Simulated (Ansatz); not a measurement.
# Molecular dynamics of BSiH7O (part 1 of 5)

- system: BSiH7O
- method: RKS PBE-D4/def2-SVP (Ansatz 0.2.0)

It belongs to a series of runs on one base structure; here: dynamics from the highest image of the converged band.

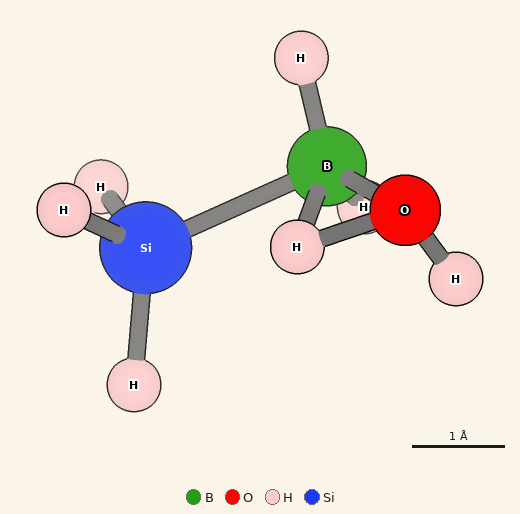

*The input geometry (ball-and-stick view, seen at a tilt).*

Bond lengths as drawn: B–H 1.22 to 1.41 Å, B–O 1.60 Å, B–Si 2.17 Å, H–O 0.98 to 1.26 Å and H–Si 1.50 to 1.51 Å.

**Results in brief**

| quantity | value |
| --- | --- |
| outcome | finished |
| mean temperature over the second half | 1435 K |
| trajectory | 200 steps, 100 fs |
| ensemble | nve |
| temperature in the input | 100.0 K |
| time step | 0.5 fs |
| potential energy (last step) | −10702.5364 eV |
| mean-field energy (last step) | −10702.4506 eV |
| largest force (length of the vector) (last step) | 2.908 eV/Å |
| hardware | 1 thread of Intel Xeon (Granite Rapids), 32 GiB of memory available, shared host |
| wall time | 3.2 min |
| peak memory | 0.18 GiB |

So short a trajectory is not equilibrated.

**Input file**
```yaml
crystal:
  periodic: [false, false, false]
  atoms:
    - { symbol: B, position_ang: [0.16479, 0.230208, 0.338051] }
    - { symbol: O, position_ang: [-0.184498, -0.57103, 1.679701] }
    - { symbol: H, position_ang: [-1.126773, -0.822539, 1.622774] }
    - { symbol: H, position_ang: [1.342964, 0.110976, 0.060378] }
    - { symbol: H, position_ang: [-0.676942, 0.109468, -0.536644] }
    - { symbol: Si, position_ang: [0.064382, 2.357169, 0.753899] }
    - { symbol: H, position_ang: [1.063259, 2.934043, 1.723364] }
    - { symbol: H, position_ang: [0.458698, 2.75256, -0.643255] }
    - { symbol: H, position_ang: [-1.283162, 2.966141, 1.056914] }
    - { symbol: H, position_ang: [-0.210418, 0.687707, 1.617515] }
basis:
  gaussian: { orbitals: def2-SVP }
hamiltonian:
  xc: pbe
  dispersion: d4
md:
  timestep: 0.5
  n_steps: 200
  ensemble: nve
  temperature: 100.0
  initial_velocities: maxwell_boltzmann
  seed: 7080
```

Command:
```bash
ansatz run input.yaml --threads 1 --pin off --max-ram 2048MiB --backend cpu --events-out ev --progress --plain --runs-dir out
```

**The program's output**
```
Engine: ansatz 0.2.0, x86_64-unknown-linux-gnu
Functional definition: PBE
  parameter kappa = 0.804
  parameter beta = 0.06672455060314922
  exchange = pbe_x(kappa = kappa, mu = beta*pi^2/3)
  correlation = pbe_c(beta = beta)
899 factors; their error is unknown
mean field evaluation 1: about -10696.3679 eV, gradient 4.4e1 eV
mean field evaluation 2: about -10684.1566 eV, gradient 9.0e1 eV
mean field evaluation 4: about -10700.9153 eV, gradient 4.8e0 eV
mean field evaluation 8: about -10700.9943 eV, gradient 5.7e-2 eV
mean field evaluation 16: about -10700.9443 eV, gradient 2.2e-5 eV
mean field -10700.94434017 eV, -393.2524511405 hartree, gradient 2.2e-5 eV, S^2 0.000000; 0 other end points of the search recorded, 0 dependent functions left out
the calculation of the forces begins
reference -10700.94437410 eV, -393.2524523875 hartree; 17, 17 occupied and 64, 64 virtual orbitals, 899 factors
md step     0: t =     0.00 fs  T =   100.0 K  F+E_penalty+E_count = -10701.08998577 eV  E_kin = 0.103408 eV  conserved = -10700.98657777 eV  (25 SCF iters)
these checks for a lower state are left out or cut short: starts, cluster_reference, orbital_swaps, neighbouring_geometries, increment
899 factors; their error is unknown
mean field -10700.94192034 eV, -393.2523622137 hartree, gradient 1.4e-5 eV, S^2 0.000000; 0 other end points of the search recorded, 0 dependent functions left out
the calculation of the forces begins
reference -10700.94195428 eV, -393.2523634610 hartree; 17, 17 occupied and 64, 64 virtual orbitals, 899 factors
md step     1: t =     0.50 fs  T =    97.6 K  F+E_penalty+E_count = -10701.08750124 eV  E_kin = 0.100963 eV  conserved = -10700.98653852 eV  (30 SCF iters)
[... from here on the SCF iterations and repeated set-up lines of each step are left out, up to the last step ...]
md step     2: t =     1.00 fs  T =    91.1 K  F+E_penalty+E_count = -10701.08061048 eV  E_kin = 0.094158 eV  conserved = -10700.98645297 eV  (30 SCF iters)
md step     3: t =     1.50 fs  T =    81.5 K  F+E_penalty+E_count = -10701.07062658 eV  E_kin = 0.084286 eV  conserved = -10700.98634082 eV  (30 SCF iters)
md step     4: t =     2.00 fs  T =    70.7 K  F+E_penalty+E_count = -10701.05929859 eV  E_kin = 0.073075 eV  conserved = -10700.98622396 eV  (30 SCF iters)
md step     5: t =     2.50 fs  T =    60.3 K  F+E_penalty+E_count = -10701.04846669 eV  E_kin = 0.062345 eV  conserved = -10700.98612177 eV  (30 SCF iters)
md step     6: t =     3.00 fs  T =    51.9 K  F+E_penalty+E_count = -10701.03974343 eV  E_kin = 0.053693 eV  conserved = -10700.98605016 eV  (31 SCF iters)
md step     7: t =     3.50 fs  T =    46.7 K  F+E_penalty+E_count = -10701.03426172 eV  E_kin = 0.048243 eV  conserved = -10700.98601854 eV  (30 SCF iters)
md step     8: t =     4.00 fs  T =    45.0 K  F+E_penalty+E_count = -10701.03252312 eV  E_kin = 0.046494 eV  conserved = -10700.98602948 eV  (29 SCF iters)
md step     9: t =     4.50 fs  T =    46.7 K  F+E_penalty+E_count = -10701.03435583 eV  E_kin = 0.048277 eV  conserved = -10700.98607913 eV  (30 SCF iters)
md step    10: t =     5.00 fs  T =    51.1 K  F+E_penalty+E_count = -10701.03897744 eV  E_kin = 0.052820 eV  conserved = -10700.98615790 eV  (30 SCF iters)
md step    11: t =     5.50 fs  T =    57.0 K  F+E_penalty+E_count = -10701.04514720 eV  E_kin = 0.058895 eV  conserved = -10700.98625238 eV  (30 SCF iters)
md step    12: t =     6.00 fs  T =    62.9 K  F+E_penalty+E_count = -10701.05138354 eV  E_kin = 0.065037 eV  conserved = -10700.98634636 eV  (30 SCF iters)
md step    13: t =     6.50 fs  T =    67.5 K  F+E_penalty+E_count = -10701.05622544 eV  E_kin = 0.069803 eV  conserved = -10700.98642228 eV  (30 SCF iters)
md step    14: t =     7.00 fs  T =    69.7 K  F+E_penalty+E_count = -10701.05851368 eV  E_kin = 0.072051 eV  conserved = -10700.98646270 eV  (30 SCF iters)
md step    15: t =     7.50 fs  T =    68.9 K  F+E_penalty+E_count = -10701.05766225 eV  E_kin = 0.071208 eV  conserved = -10700.98645420 eV  (29 SCF iters)
md step    16: t =     8.00 fs  T =    65.3 K  F+E_penalty+E_count = -10701.05386688 eV  E_kin = 0.067476 eV  conserved = -10700.98639069 eV  (26 SCF iters)
md step    17: t =     8.50 fs  T =    59.9 K  F+E_penalty+E_count = -10701.04818358 eV  E_kin = 0.061905 eV  conserved = -10700.98627842 eV  (29 SCF iters)
md step    18: t =     9.00 fs  T =    54.4 K  F+E_penalty+E_count = -10701.04240952 eV  E_kin = 0.056269 eV  conserved = -10700.98614040 eV  (29 SCF iters)
md step    19: t =     9.50 fs  T =    51.0 K  F+E_penalty+E_count = -10701.03873340 eV  E_kin = 0.052724 eV  conserved = -10700.98600892 eV  (28 SCF iters)
md step    20: t =    10.00 fs  T =    51.6 K  F+E_penalty+E_count = -10701.03922965 eV  E_kin = 0.053312 eV  conserved = -10700.98591789 eV  (28 SCF iters)
md step    21: t =    10.50 fs  T =    57.5 K  F+E_penalty+E_count = -10701.04533799 eV  E_kin = 0.059448 eV  conserved = -10700.98588967 eV  (29 SCF iters)
md step    22: t =    11.00 fs  T =    69.2 K  F+E_penalty+E_count = -10701.05751751 eV  E_kin = 0.071590 eV  conserved = -10700.98592724 eV  (29 SCF iters)
md step    23: t =    11.50 fs  T =    86.2 K  F+E_penalty+E_count = -10701.07520054 eV  E_kin = 0.089187 eV  conserved = -10700.98601362 eV  (29 SCF iters)
md step    24: t =    12.00 fs  T =   107.3 K  F+E_penalty+E_count = -10701.09705083 eV  E_kin = 0.110931 eV  conserved = -10700.98612000 eV  (28 SCF iters)
md step    25: t =    12.50 fs  T =   130.7 K  F+E_penalty+E_count = -10701.12140728 eV  E_kin = 0.135190 eV  conserved = -10700.98621735 eV  (28 SCF iters)
md step    26: t =    13.00 fs  T =   155.2 K  F+E_penalty+E_count = -10701.14674102 eV  E_kin = 0.160456 eV  conserved = -10700.98628485 eV  (27 SCF iters)
md step    27: t =    13.50 fs  T =   179.6 K  F+E_penalty+E_count = -10701.17198685 eV  E_kin = 0.185672 eV  conserved = -10700.98631530 eV  (27 SCF iters)
md step    28: t =    14.00 fs  T =   203.4 K  F+E_penalty+E_count = -10701.19667769 eV  E_kin = 0.210365 eV  conserved = -10700.98631315 eV  (27 SCF iters, 3 dispersion substeps)
md step    29: t =    14.50 fs  T =   226.9 K  F+E_penalty+E_count = -10701.22089256 eV  E_kin = 0.234601 eV  conserved = -10700.98629144 eV  (27 SCF iters, 3 dispersion substeps)
md step    30: t =    15.00 fs  T =   250.3 K  F+E_penalty+E_count = -10701.24506594 eV  E_kin = 0.258799 eV  conserved = -10700.98626728 eV  (27 SCF iters, 3 dispersion substeps)
md step    31: t =    15.50 fs  T =   274.1 K  F+E_penalty+E_count = -10701.26972690 eV  E_kin = 0.283468 eV  conserved = -10700.98625860 eV  (27 SCF iters, 3 dispersion substeps)
md step    32: t =    16.00 fs  T =   298.8 K  F+E_penalty+E_count = -10701.29523125 eV  E_kin = 0.308951 eV  conserved = -10700.98627979 eV  (27 SCF iters, 3 dispersion substeps)
md step    33: t =    16.50 fs  T =   324.2 K  F+E_penalty+E_count = -10701.32154724 eV  E_kin = 0.335210 eV  conserved = -10700.98633754 eV  (27 SCF iters, 3 dispersion substeps)
md step    34: t =    17.00 fs  T =   349.8 K  F+E_penalty+E_count = -10701.34814905 eV  E_kin = 0.361719 eV  conserved = -10700.98642977 eV  (27 SCF iters, 3 dispersion substeps)
md step    35: t =    17.50 fs  T =   374.7 K  F+E_penalty+E_count = -10701.37405311 eV  E_kin = 0.387511 eV  conserved = -10700.98654167 eV  (26 SCF iters, 3 dispersion substeps)
md step    36: t =    18.00 fs  T =   397.8 K  F+E_penalty+E_count = -10701.39803157 eV  E_kin = 0.411383 eV  conserved = -10700.98664874 eV  (27 SCF iters, 3 dispersion substeps)
md step    37: t =    18.50 fs  T =   418.0 K  F+E_penalty+E_count = -10701.41898614 eV  E_kin = 0.432268 eV  conserved = -10700.98671809 eV  (27 SCF iters, 3 dispersion substeps)
md step    38: t =    19.00 fs  T =   434.9 K  F+E_penalty+E_count = -10701.43642368 eV  E_kin = 0.449705 eV  conserved = -10700.98671869 eV  (27 SCF iters, 3 dispersion substeps)
md step    39: t =    19.50 fs  T =   448.9 K  F+E_penalty+E_count = -10701.45087991 eV  E_kin = 0.464242 eV  conserved = -10700.98663765 eV  (27 SCF iters, 3 dispersion substeps)
md step    40: t =    20.00 fs  T =   461.8 K  F+E_penalty+E_count = -10701.46406336 eV  E_kin = 0.477569 eV  conserved = -10700.98649465 eV  (27 SCF iters, 3 dispersion substeps)
md step    41: t =    20.50 fs  T =   475.9 K  F+E_penalty+E_count = -10701.47851174 eV  E_kin = 0.492166 eV  conserved = -10700.98634529 eV  (27 SCF iters, 3 dispersion substeps)
md step    42: t =    21.00 fs  T =   493.6 K  F+E_penalty+E_count = -10701.49673233 eV  E_kin = 0.510469 eV  conserved = -10700.98626298 eV  (27 SCF iters, 3 dispersion substeps)
md step    43: t =    21.50 fs  T =   516.2 K  F+E_penalty+E_count = -10701.52010754 eV  E_kin = 0.533805 eV  conserved = -10700.98630285 eV  (27 SCF iters, 3 dispersion substeps)
md step    44: t =    22.00 fs  T =   543.1 K  F+E_penalty+E_count = -10701.54808772 eV  E_kin = 0.561617 eV  conserved = -10700.98647033 eV  (28 SCF iters, 3 dispersion substeps)
md step    45: t =    22.50 fs  T =   571.9 K  F+E_penalty+E_count = -10701.57813224 eV  E_kin = 0.591417 eV  conserved = -10700.98671508 eV  (27 SCF iters, 3 dispersion substeps)
md step    46: t =    23.00 fs  T =   599.1 K  F+E_penalty+E_count = -10701.60648472 eV  E_kin = 0.619530 eV  conserved = -10700.98695498 eV  (27 SCF iters, 3 dispersion substeps)
md step    47: t =    23.50 fs  T =   621.1 K  F+E_penalty+E_count = -10701.62942391 eV  E_kin = 0.642309 eV  conserved = -10700.98711532 eV  (27 SCF iters, 3 dispersion substeps)
md step    48: t =    24.00 fs  T =   635.6 K  F+E_penalty+E_count = -10701.64442377 eV  E_kin = 0.657269 eV  conserved = -10700.98715448 eV  (27 SCF iters, 3 dispersion substeps)
md step    49: t =    24.50 fs  T =   641.9 K  F+E_penalty+E_count = -10701.65081290 eV  E_kin = 0.663741 eV  conserved = -10700.98707239 eV  (27 SCF iters, 3 dispersion substeps)
md step    50: t =    25.00 fs  T =   641.1 K  F+E_penalty+E_count = -10701.64982420 eV  E_kin = 0.662929 eV  conserved = -10700.98689559 eV  (27 SCF iters, 3 dispersion substeps)
md step    51: t =    25.50 fs  T =   635.9 K  F+E_penalty+E_count = -10701.64420359 eV  E_kin = 0.657540 eV  conserved = -10700.98666358 eV  (27 SCF iters, 3 dispersion substeps)
md step    52: t =    26.00 fs  T =   629.7 K  F+E_penalty+E_count = -10701.63760570 eV  E_kin = 0.651189 eV  conserved = -10700.98641665 eV  (27 SCF iters, 3 dispersion substeps)
md step    53: t =    26.50 fs  T =   626.4 K  F+E_penalty+E_count = -10701.63396749 eV  E_kin = 0.647777 eV  conserved = -10700.98619008 eV  (27 SCF iters, 3 dispersion substeps)
md step    54: t =    27.00 fs  T =   629.5 K  F+E_penalty+E_count = -10701.63696686 eV  E_kin = 0.650956 eV  conserved = -10700.98601103 eV  (27 SCF iters, 3 dispersion substeps)
md step    55: t =    27.50 fs  T =   641.8 K  F+E_penalty+E_count = -10701.64959536 eV  E_kin = 0.663692 eV  conserved = -10700.98590321 eV  (25 SCF iters, 3 dispersion substeps)
md step    56: t =    28.00 fs  T =   665.0 K  F+E_penalty+E_count = -10701.67357202 eV  E_kin = 0.687682 eV  conserved = -10700.98588985 eV  (27 SCF iters, 3 dispersion substeps)
md step    57: t =    28.50 fs  T =   698.9 K  F+E_penalty+E_count = -10701.70867208 eV  E_kin = 0.722709 eV  conserved = -10700.98596266 eV  (27 SCF iters, 3 dispersion substeps)
md step    58: t =    29.00 fs  T =   742.1 K  F+E_penalty+E_count = -10701.75353269 eV  E_kin = 0.767427 eV  conserved = -10700.98610566 eV  (27 SCF iters, 3 dispersion substeps)
md step    59: t =    29.50 fs  T =   792.7 K  F+E_penalty+E_count = -10701.80599175 eV  E_kin = 0.819686 eV  conserved = -10700.98630599 eV  (27 SCF iters, 3 dispersion substeps)
md step    60: t =    30.00 fs  T =   847.5 K  F+E_penalty+E_count = -10701.86286625 eV  E_kin = 0.876333 eV  conserved = -10700.98653358 eV  (27 SCF iters, 3 dispersion substeps)
md step    61: t =    30.50 fs  T =   902.9 K  F+E_penalty+E_count = -10701.92043321 eV  E_kin = 0.933681 eV  conserved = -10700.98675185 eV  (27 SCF iters, 3 dispersion substeps)
md step    62: t =    31.00 fs  T =   955.6 K  F+E_penalty+E_count = -10701.97507474 eV  E_kin = 0.988149 eV  conserved = -10700.98692530 eV  (27 SCF iters, 3 dispersion substeps)
md step    63: t =    31.50 fs  T =  1002.7 K  F+E_penalty+E_count = -10702.02387180 eV  E_kin = 1.036848 eV  conserved = -10700.98702413 eV  (27 SCF iters, 3 dispersion substeps)
md step    64: t =    32.00 fs  T =  1042.5 K  F+E_penalty+E_count = -10702.06506688 eV  E_kin = 1.078033 eV  conserved = -10700.98703432 eV  (27 SCF iters, 3 dispersion substeps)
md step    65: t =    32.50 fs  T =  1074.7 K  F+E_penalty+E_count = -10702.09828506 eV  E_kin = 1.111323 eV  conserved = -10700.98696197 eV  (27 SCF iters, 3 dispersion substeps)
md step    66: t =    33.00 fs  T =  1100.1 K  F+E_penalty+E_count = -10702.12444463 eV  E_kin = 1.137612 eV  conserved = -10700.98683303 eV  (27 SCF iters, 3 dispersion substeps)
md step    67: t =    33.50 fs  T =  1120.5 K  F+E_penalty+E_count = -10702.14536103 eV  E_kin = 1.158674 eV  conserved = -10700.98668702 eV  (27 SCF iters, 3 dispersion substeps)
md step    68: t =    34.00 fs  T =  1137.8 K  F+E_penalty+E_count = -10702.16314526 eV  E_kin = 1.176581 eV  conserved = -10700.98656442 eV  (28 SCF iters, 3 dispersion substeps)
md step    69: t =    34.50 fs  T =  1153.8 K  F+E_penalty+E_count = -10702.17958213 eV  E_kin = 1.193088 eV  conserved = -10700.98649410 eV  (28 SCF iters, 3 dispersion substeps)
md step    70: t =    35.00 fs  T =  1169.3 K  F+E_penalty+E_count = -10702.19568580 eV  E_kin = 1.209201 eV  conserved = -10700.98648441 eV  (27 SCF iters, 3 dispersion substeps)
md step    71: t =    35.50 fs  T =  1184.7 K  F+E_penalty+E_count = -10702.21156305 eV  E_kin = 1.225040 eV  conserved = -10700.98652290 eV  (27 SCF iters, 3 dispersion substeps)
md step    72: t =    36.00 fs  T =  1199.1 K  F+E_penalty+E_count = -10702.22658685 eV  E_kin = 1.240002 eV  conserved = -10700.98658474 eV  (27 SCF iters, 3 dispersion substeps)
md step    73: t =    36.50 fs  T =  1211.8 K  F+E_penalty+E_count = -10702.23976219 eV  E_kin = 1.253118 eV  conserved = -10700.98664413 eV  (27 SCF iters, 3 dispersion substeps)
md step    74: t =    37.00 fs  T =  1221.8 K  F+E_penalty+E_count = -10702.25011787 eV  E_kin = 1.263436 eV  conserved = -10700.98668221 eV  (25 SCF iters, 3 dispersion substeps)
md step    75: t =    37.50 fs  T =  1228.4 K  F+E_penalty+E_count = -10702.25699713 eV  E_kin = 1.270307 eV  conserved = -10700.98669058 eV  (28 SCF iters, 3 dispersion substeps)
md step    76: t =    38.00 fs  T =  1231.6 K  F+E_penalty+E_count = -10702.26019773 eV  E_kin = 1.273528 eV  conserved = -10700.98666947 eV  (27 SCF iters, 3 dispersion substeps)
md step    77: t =    38.50 fs  T =  1231.4 K  F+E_penalty+E_count = -10702.25998666 eV  E_kin = 1.273364 eV  conserved = -10700.98662244 eV  (27 SCF iters, 3 dispersion substeps)
md step    78: t =    39.00 fs  T =  1228.6 K  F+E_penalty+E_count = -10702.25704876 eV  E_kin = 1.270494 eV  conserved = -10700.98655428 eV  (27 SCF iters, 3 dispersion substeps)
md step    79: t =    39.50 fs  T =  1224.2 K  F+E_penalty+E_count = -10702.25241134 eV  E_kin = 1.265940 eV  conserved = -10700.98647136 eV  (27 SCF iters, 3 dispersion substeps)
md step    80: t =    40.00 fs  T =  1219.4 K  F+E_penalty+E_count = -10702.24735563 eV  E_kin = 1.260976 eV  conserved = -10700.98637940 eV  (27 SCF iters, 3 dispersion substeps)
md step    81: t =    40.50 fs  T =  1215.6 K  F+E_penalty+E_count = -10702.24331572 eV  E_kin = 1.257029 eV  conserved = -10700.98628682 eV  (27 SCF iters, 3 dispersion substeps)
md step    82: t =    41.00 fs  T =  1214.2 K  F+E_penalty+E_count = -10702.24174340 eV  E_kin = 1.255540 eV  conserved = -10700.98620388 eV  (27 SCF iters, 3 dispersion substeps)
md step    83: t =    41.50 fs  T =  1216.3 K  F+E_penalty+E_count = -10702.24394247 eV  E_kin = 1.257801 eV  conserved = -10700.98614177 eV  (27 SCF iters, 3 dispersion substeps)
md step    84: t =    42.00 fs  T =  1223.1 K  F+E_penalty+E_count = -10702.25088922 eV  E_kin = 1.264779 eV  conserved = -10700.98611046 eV  (27 SCF iters, 3 dispersion substeps)
md step    85: t =    42.50 fs  T =  1234.9 K  F+E_penalty+E_count = -10702.26307211 eV  E_kin = 1.276955 eV  conserved = -10700.98611686 eV  (27 SCF iters, 3 dispersion substeps)
md step    86: t =    43.00 fs  T =  1251.6 K  F+E_penalty+E_count = -10702.28038370 eV  E_kin = 1.294221 eV  conserved = -10700.98616293 eV  (27 SCF iters, 3 dispersion substeps)
md step    87: t =    43.50 fs  T =  1272.5 K  F+E_penalty+E_count = -10702.30208872 eV  E_kin = 1.315843 eV  conserved = -10700.98624586 eV  (27 SCF iters, 3 dispersion substeps)
md step    88: t =    44.00 fs  T =  1296.3 K  F+E_penalty+E_count = -10702.32687071 eV  E_kin = 1.340512 eV  conserved = -10700.98635872 eV  (27 SCF iters, 3 dispersion substeps)
md step    89: t =    44.50 fs  T =  1321.4 K  F+E_penalty+E_count = -10702.35294590 eV  E_kin = 1.366455 eV  conserved = -10700.98649133 eV  (27 SCF iters, 3 dispersion substeps)
md step    90: t =    45.00 fs  T =  1345.7 K  F+E_penalty+E_count = -10702.37822837 eV  E_kin = 1.391597 eV  conserved = -10700.98663143 eV  (27 SCF iters, 3 dispersion substeps)
md step    91: t =    45.50 fs  T =  1367.2 K  F+E_penalty+E_count = -10702.40053310 eV  E_kin = 1.413769 eV  conserved = -10700.98676404 eV  (27 SCF iters, 3 dispersion substeps)
md step    92: t =    46.00 fs  T =  1383.8 K  F+E_penalty+E_count = -10702.41781524 eV  E_kin = 1.430942 eV  conserved = -10700.98687297 eV  (27 SCF iters, 3 dispersion substeps)
md step    93: t =    46.50 fs  T =  1394.0 K  F+E_penalty+E_count = -10702.42843464 eV  E_kin = 1.441495 eV  conserved = -10700.98693924 eV  (25 SCF iters, 3 dispersion substeps)
md step    94: t =    47.00 fs  T =  1396.9 K  F+E_penalty+E_count = -10702.43143795 eV  E_kin = 1.444490 eV  conserved = -10700.98694832 eV  (27 SCF iters, 3 dispersion substeps)
md step    95: t =    47.50 fs  T =  1392.5 K  F+E_penalty+E_count = -10702.42679768 eV  E_kin = 1.439908 eV  conserved = -10700.98688952 eV  (27 SCF iters, 3 dispersion substeps)
md step    96: t =    48.00 fs  T =  1381.7 K  F+E_penalty+E_count = -10702.41555606 eV  E_kin = 1.428792 eV  conserved = -10700.98676409 eV  (27 SCF iters, 3 dispersion substeps)
md step    97: t =    48.50 fs  T =  1366.6 K  F+E_penalty+E_count = -10702.39978538 eV  E_kin = 1.413196 eV  conserved = -10700.98658900 eV  (26 SCF iters, 3 dispersion substeps)
md step    98: t =    49.00 fs  T =  1349.9 K  F+E_penalty+E_count = -10702.38231322 eV  E_kin = 1.395918 eV  conserved = -10700.98639566 eV  (27 SCF iters, 3 dispersion substeps)
md step    99: t =    49.50 fs  T =  1334.5 K  F+E_penalty+E_count = -10702.36622694 eV  E_kin = 1.380003 eV  conserved = -10700.98622413 eV  (27 SCF iters, 3 dispersion substeps)
md step   100: t =    50.00 fs  T =  1323.1 K  F+E_penalty+E_count = -10702.35425626 eV  E_kin = 1.368145 eV  conserved = -10700.98611109 eV  (27 SCF iters, 3 dispersion substeps)
md step   101: t =    50.50 fs  T =  1317.2 K  F+E_penalty+E_count = -10702.34820874 eV  E_kin = 1.362131 eV  conserved = -10700.98607766 eV  (27 SCF iters, 3 dispersion substeps)
md step   102: t =    51.00 fs  T =  1317.6 K  F+E_penalty+E_count = -10702.34864151 eV  E_kin = 1.362518 eV  conserved = -10700.98612370 eV  (26 SCF iters, 3 dispersion substeps)
md step   103: t =    51.50 fs  T =  1323.5 K  F+E_penalty+E_count = -10702.35487181 eV  E_kin = 1.368645 eV  conserved = -10700.98622636 eV  (26 SCF iters, 3 dispersion substeps)
```
